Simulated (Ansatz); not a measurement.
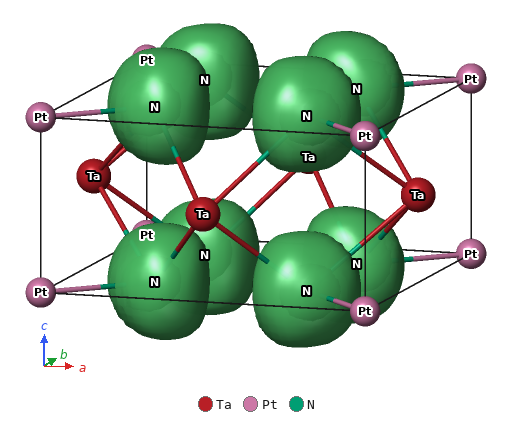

The picture shows: Ta₂PtN₄. Isosurface of the ELF at 0.7 (green), seen slightly off an axis. Core shells and regions of very low density are left out. Sticks mark near contacts.

Space group P4/mmm; a structure from a database of computed crystals, not necessarily the ambient phase; started from the K2PdCl4-123 prototype, which need not be the ambient phase.

Method: DFT, r2SCAN+rVV10, plane waves, PAW (Ansatz 0.2.0).

Core electrons are frozen (PAW), and the valence fields are smoothed inside the atomic spheres.

The calculation's input:

```
crystal:
  lattice:
    - [5.2352396966, 0.0, 0.0]
    - [0.0, 5.2352396966, 0.0]
    - [0.0, 0.0, 2.736478073]
  atoms:
    - { symbol: Ta, position: [0.5, 0.0, 0.5] }
    - { symbol: Ta, position: [0.0, 0.5, 0.5] }
    - { symbol: Pt, position: [0.0, 0.0, 0.0] }
    - { symbol: "N", position: [0.2657260847, 0.7342739153, 0.0] }
    - { symbol: "N", position: [0.2657260847, 0.2657260847, 0.0] }
    - { symbol: "N", position: [0.7342739153, 0.7342739153, 0.0] }
    - { symbol: "N", position: [0.7342739153, 0.2657260847, 0.0] }
kpoints:
  mp_grid: { grid: [4, 4, 8] }
hamiltonian:
  xc: r2scan
  dispersion: rvv10
scf:
  occupations: { method: fermi_dirac, width: 0.03 }
relax:
  f_tol: 0.01
  cell: {}
  max_steps: 120
output:
  write_density: true
  write_potential: true
  elf: true
  volumetric_format: npy
```

Command:

```sh
ansatz run input.yaml --threads 4 --pin off --max-ram 4608MiB --backend cpu --events-out ev --progress --plain --runs-dir out
```

Below, planes, directions and counts refer to the conventional cell (a = 5.25 Å, b = 5.25 Å, c = 2.74 Å, α = 90.00°, β = 90.00°, γ = 90.00°).

The fields are those of the run's last geometry, not of the input's.

Describe the localisation domains.

The surface consists of four regions wrapped around N (the valence shell of each), counted in one cell of 7 atoms. Any copies at cell faces, edges or corners count once. Along the contacts the grid gives the following. Pt–N (1.97 Å): the ELF peaks at about 0.80 in the valence shell of N, 0.6 Å from its nucleus, and is about 0.30 at the midpoint. Ta–N (2.31 Å): the ELF peaks at about 0.85 in the valence shell of N, 0.7 Å from its nucleus, and is about 0.20 at the midpoint; no localised pair shows between them.
